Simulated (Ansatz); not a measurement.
# BNH2 (SMILES B[N]) at U-r2SCAN/STO-3G

Aim: the vertical ionisation energy of BNH2 at U-r2SCAN/STO-3G, from 2 runs. 

The results are computed with Ansatz 0.2.0.

50 further runs of the same task are left out: 50 set aside as unsound or not needed.

## Step 1: The structure to begin with

The species is BNH2 (4 atoms), meant as a triplet with charge 0. As SMILES, `B[N]`. Geometry: relaxed at GFN2-xTB.

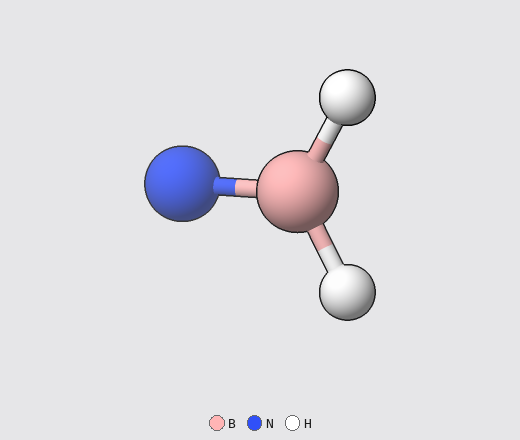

The structure, seen from a chosen angle (boron pink, nitrogen blue, hydrogen white).

## Step 2: The energy at U-r2SCAN/STO-3G

File molecule.yaml:

```yaml
crystal:
  periodic: [false, false, false]
  atoms:
    - symbol: B
      position_ang: [-0.035750, 0.006580, -0.023930]
    - symbol: N
      position_ang: [1.041780, -0.191660, 0.697680]
    - symbol: H
      position_ang: [-1.056920, -0.473990, 0.334600]
    - symbol: H
      position_ang: [0.050890, 0.659060, -1.008340]
basis:
  gaussian:
    orbitals: STO-3G
magnetization:
  spin_polarized: true
  initial_magnetization: 2
hamiltonian:
  xc: {name: r2SCAN}
accuracy: high
```

Started as:

```console
$ ansatz run molecule.yaml --threads 1 --pin off --max-ram 2610MiB --events-out events.jsonl --progress --plain --runs-dir runs
```

The log of the run:

```text
Warning: RAYON_NUM_THREADS=1 ignored (pool sized by the plan → 1); use --threads N
Functional definition: r2SCAN
  name "r2SCAN"
  parameter k0 = 0.174
  parameter k1 = 0.065
  parameter a1 = 4.9479
  exchange = r2scan_x(k0 = k0, k1 = k1, a1 = a1)
  correlation = r2scan_c
188 factors; integrals over basis functions are off by at most 8.2e-9 eV
mean field evaluation 1: about -2165.0928 eV, gradient 5.9e0 eV
mean field evaluation 2: about -2165.1816 eV, gradient 5.1e0 eV
mean field evaluation 4: about -2165.3640 eV, gradient 2.2e-1 eV
mean field evaluation 8: about -2165.3254 eV, gradient 4.0e-3 eV
mean field evaluation 16: about -2165.3183 eV, gradient 1.6e0 eV
mean field evaluation 32: about -2165.3397 eV, gradient 3.2e-4 eV
mean field evaluation 64: about -2165.3397 eV, gradient 1.8e-8 eV
mean field -2165.33971797 eV, -79.5747669154 hartree, gradient 1.8e-8 eV, S^2 2.004261; 4 other end points of the search recorded, 0 dependent functions left out
reference -2165.33971855 eV, -79.5747669367 hartree; 8, 6 occupied and 4, 6 virtual orbitals, 188 factors
Total energy: -2165.33971855 eV, -79.5747669367 hartree
```

Wall time 8.4 s (1 thread of Arm Neoverse V1, shared host); peak memory 0.17 GiB.

## Step 3: The doublet cation at the same level

File job.yaml:

```yaml
crystal:
  periodic: [false, false, false]
  atoms:
    - {symbol: B, position_ang: [-0.035750, 0.006580, -0.023930]}
    - {symbol: "N", position_ang: [1.041780, -0.191660, 0.697680]}
    - {symbol: H, position_ang: [-1.056920, -0.473990, 0.334600]}
    - {symbol: H, position_ang: [0.050890, 0.659060, -1.008340]}
basis:
  gaussian:
    orbitals: STO-3G
total_charge: 1
magnetization:
  spin_polarized: true
  initial_magnetization: 1
hamiltonian:
  xc: {name: r2SCAN}
accuracy: high
```

Started as:

```console
$ ansatz run job.yaml --threads 1 --pin off --max-ram 2610MiB --events-out events.jsonl --progress --plain --runs-dir runs
```

The log of the run:

```text
Warning: RAYON_NUM_THREADS=1 ignored (pool sized by the plan → 1); use --threads N
Functional definition: r2SCAN
  name "r2SCAN"
  parameter k0 = 0.174
  parameter k1 = 0.065
  parameter a1 = 4.9479
  exchange = r2scan_x(k0 = k0, k1 = k1, a1 = a1)
  correlation = r2scan_c
188 factors; integrals over basis functions are off by at most 8.2e-9 eV
mean field evaluation 1: about -2153.7074 eV, gradient 1.5e1 eV
mean field evaluation 2: about -2138.3445 eV, gradient 4.7e1 eV
mean field evaluation 4: about -2155.5588 eV, gradient 1.1e0 eV
mean field evaluation 8: about -2155.5298 eV, gradient 3.0e-2 eV
mean field evaluation 16: about -2155.5299 eV, gradient 2.1e-5 eV
mean field evaluation 32: about -2155.5345 eV, gradient 1.1e-1 eV
mean field -2155.52987767 eV, -79.2142619339 hartree, gradient 5.3e-8 eV, S^2 0.764341; 4 other end points of the search recorded, 0 dependent functions left out
reference -2155.52987825 eV, -79.2142619549 hartree; 7, 6 occupied and 5, 6 virtual orbitals, 188 factors
Total energy: -2155.52987825 eV, -79.2142619549 hartree
```

Wall time 6 s (1 thread of Arm Neoverse V1, shared host); peak memory 0.17 GiB.

## Step 4: Outcome

At U-r2SCAN/STO-3G:

```
                                          quantity         value
                        triplet BNH2: total energy  -79.57477 Eh
                                triplet BNH2: ⟨S²⟩         2.004
                      doublet cation: total energy  -79.21426 Eh
                              doublet cation: ⟨S²⟩         0.764
vertical ionisation energy (to the doublet cation)      9.810 eV
```

In words: The vertical ionisation energy comes to 9.81 eV (226 kcal/mol). In a minimal basis such a difference can be off by several eV, whatever the method.
